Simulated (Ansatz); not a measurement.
**RPA@PBE/def2-SVP run of CH4BFOSi (SMILES O=CB[SiH2]F)**

Aim: the energy change on altering one bond length of CH4BFOSi at RPA@PBE/def2-SVP, from 2 runs. 

Program for the calculation: Ansatz 0.2.0.

152 further runs of the same task are left out: 152 set aside as unsound or not needed.

### 1 The system as given

The species is CH4BFOSi (9 atoms), meant as a singlet with charge 0. As SMILES, `O=CB[SiH2]F`. The coordinates come from a PBE0-D4/def2-TZVP relaxation. This is one conformer, not always the lowest.

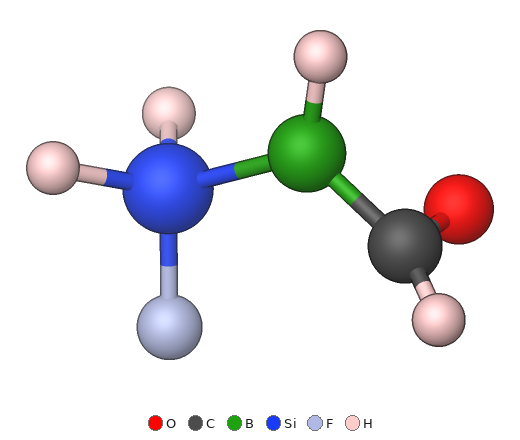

Viewed from a chosen angle; oxygen red, carbon dark grey, boron green, silicon blue, fluorine light blue, hydrogen pink.

### 2 A single-point energy at RPA@PBE/def2-SVP

in.yaml

```yaml
crystal:
  periodic: [false, false, false]
  atoms:
    - {symbol: O, position_ang: [-0.789500, 0.780400, 1.703800]}
    - {symbol: C, position_ang: [-0.128300, 1.442100, 0.910400]}
    - {symbol: B, position_ang: [0.628100, 0.188700, 0.495800]}
    - {symbol: Si, position_ang: [-0.077200, -1.007600, -0.945000]}
    - {symbol: F, position_ang: [-1.360800, -0.349200, -1.659700]}
    - {symbol: H, position_ang: [-0.262400, 2.525000, 0.778500]}
    - {symbol: H, position_ang: [1.608700, -0.084900, 1.121700]}
    - {symbol: H, position_ang: [0.964000, -1.202600, -1.991900]}
    - {symbol: H, position_ang: [-0.494200, -2.338100, -0.430900]}
basis:
  gaussian:
    orbitals: def2-SVP
hamiltonian:
  xc: pbe
correlation:
  method: rpa
  frozen_orbitals: {B: 1, C: 1, F: 1, H: 0, O: 1, Si: 5}
accuracy: high
```

Run with:

```console
$ ansatz run in.yaml --threads 1 --pin off --max-ram 3480MiB --events-out events.jsonl --progress --plain --runs-dir runs
```

Output:

```text
Warning: RAYON_NUM_THREADS=1 ignored (pool sized by the plan → 1); use --threads N
Functional definition: PBE
  name "PBE"
  parameter kappa = 0.804
  parameter beta = 0.06672455060314922
  exchange = pbe_x(kappa = kappa, mu = beta*pi^2/3)
  correlation = pbe_c(beta = beta)
2118 factors; integrals over basis functions are off by at most 3.7e-9 eV
mean field evaluation 1: about -14396.8238 eV, gradient 4.3e1 eV
mean field evaluation 2: about -14396.8183 eV, gradient 4.3e1 eV
mean field evaluation 4: about -14398.5278 eV, gradient 3.2e1 eV
mean field evaluation 8: about -14400.9171 eV, gradient 1.7e-1 eV
mean field evaluation 16: about -14400.9155 eV, gradient 1.6e-5 eV
mean field -14400.91547313 eV, -529.2238823463 hartree, gradient 4.8e-8 eV, S^2 0.000000; 0 other end points of the search recorded, 0 dependent functions left out
9 core orbitals not correlated: weight in the atoms' cores, before any rotation towards them, 1.000 or more for the frozen orbitals, at most 0.000 for the correlated occupied ones
reference -14361.48487447 eV, -527.7748345728 hartree; 14, 14 occupied and 71, 71 virtual orbitals, 2118 factors
Total energy: -14391.21430925 eV, -528.8673711494 hartree
```

It took 13 s on 1 thread of Arm Neoverse V2, shared host; peak memory 0.38 GiB.

### 3 The distorted shape, same level

run.yaml

```yaml
crystal:
  periodic: [false, false, false]
  atoms:
    - {symbol: O, position_ang: [-0.596987, 0.681654, 1.810990]}
    - {symbol: C, position_ang: [0.064213, 1.343354, 1.017590]}
    - {symbol: B, position_ang: [0.820613, 0.089954, 0.602990]}
    - {symbol: Si, position_ang: [0.115313, -1.106346, -0.837810]}
    - {symbol: F, position_ang: [-1.360800, -0.349200, -1.659700]}
    - {symbol: H, position_ang: [-0.069887, 2.426254, 0.885690]}
    - {symbol: H, position_ang: [1.801213, -0.183646, 1.228890]}
    - {symbol: H, position_ang: [1.156513, -1.301346, -1.884710]}
    - {symbol: H, position_ang: [-0.301687, -2.436846, -0.323710]}
basis:
  gaussian:
    orbitals: def2-SVP
magnetization:
  spin_polarized: false
hamiltonian:
  xc: pbe
correlation:
  method: rpa
  frozen_orbitals: {B: 1, C: 1, F: 1, H: 0, O: 1, Si: 5}
accuracy: high
```

Run with:

```console
$ ansatz run run.yaml --threads 1 --pin off --max-ram 3480MiB --events-out events.jsonl --progress --plain --runs-dir runs
```

Output (excerpt; [...] marks lines left out):

```text
Warning: RAYON_NUM_THREADS=1 ignored (pool sized by the plan → 1); use --threads N
[... 6 set-up lines as earlier in the session ...]
2109 factors; integrals over basis functions are off by at most 8.3e-9 eV
mean field evaluation 1: about -14396.1739 eV, gradient 4.5e1 eV
mean field evaluation 2: about -14396.1674 eV, gradient 4.5e1 eV
mean field evaluation 4: about -14398.6212 eV, gradient 2.8e1 eV
mean field evaluation 8: about -14400.5153 eV, gradient 2.9e-1 eV
mean field evaluation 16: about -14400.5137 eV, gradient 2.3e-5 eV
mean field -14400.51371377 eV, -529.2091179622 hartree, gradient 3.8e-8 eV, S^2 0.000000; 0 other end points of the search recorded, 0 dependent functions left out
9 core orbitals not correlated: weight in the atoms' cores, before any rotation towards them, 1.000 or more for the frozen orbitals, at most 0.000 for the correlated occupied ones
reference -14360.76572023 eV, -527.7484061417 hartree; 14, 14 occupied and 71, 71 virtual orbitals, 2109 factors
Total energy: -14390.78080055 eV, -528.8514399986 hartree
```

Wall time 13 s (1 thread of Arm Neoverse V2, shared host); peak memory 0.37 GiB.

### 4 Outcome

Level: RPA@PBE/def2-SVP, 9 core orbitals frozen.

| quantity | value |
| --- | --- |
| first shape: total energy | -528.86737 Eh |
| first shape: RPA correlation energy (valence) | -1092.5 mEh |
| distorted shape: total energy | -528.85144 Eh |
| distorted shape: RPA correlation energy (valence) | -1103.0 mEh |
| energy change with the Si4–F5 bond stretched from 1.610 to 1.851 Å | 0.434 eV |

With the Si4–F5 bond stretched from 1.610 to 1.851 Å the energy rises by 0.43 eV (41.8 kJ/mol). The first shape isn't relaxed at this level, so the change isn't measured from a minimum.
